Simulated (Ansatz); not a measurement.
The cell whose phonons are given is a generated cell of MgF2: the first start was made by placing the elements on the sites of a structure type, and the end was not matched to a known phase here, so it may be hypothetical. Known forms of MgF2 include space group No. 136.

Phonons of a relaxed structure of MgF2 by density-functional perturbation theory (low response-accuracy setting, no LO–TO term) at the zone centre. These are PBE (plane waves to 420 eV, PAW, scalar-relativistic; Ansatz, a quantum-chemistry and plane-wave program) values and carry that method's errors. Γ-centred k-mesh 6×6×4, Fermi–Dirac smearing 0.05 eV.

Space group P6₄22 (No. 181); a = b = 5.9699 Å, c = 6.5858 Å, α = β = 90.00°, γ = 120.00°

| atom | site | symmetry | x | y | z |
|---|---|---|---|---|---|
| Mg | 3d | 222 | 0.5000 | 0.0000 | 0.5000 |
| F | 6i | ..2 | 0.2171 | 0.4343 | 0.0000 |

Space group P6₄22 (No. 181).

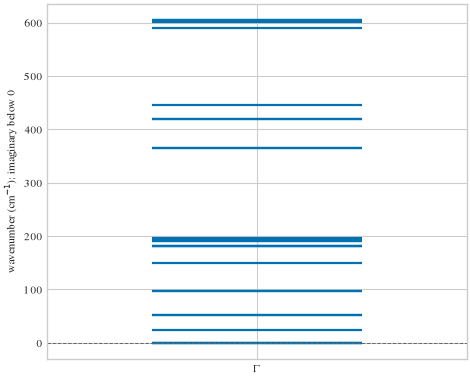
Phonon wavenumbers at the sampled wavevectors

Question: Is the structure stable at these points, and where is the highest mode?

Answer: No instability shows at these points (nothing beyond 15i cm⁻¹, the threshold used here). Other wavevectors were not sampled, so this does not prove stability. The highest mode lies near 605 cm⁻¹.

```json
[
 {"q": "Γ", "wavenumbers (cm⁻¹; i marks imaginary)": "0 (×3), 23, 52 (×2), 97 (×2), 150, 181 (×3), 191 (×2), 193, 196, 364 (×2), 419 (×2), 445, 590, 602, 603 (×2), 604 (×2)"}
]
```

No spin polarisation in the result.
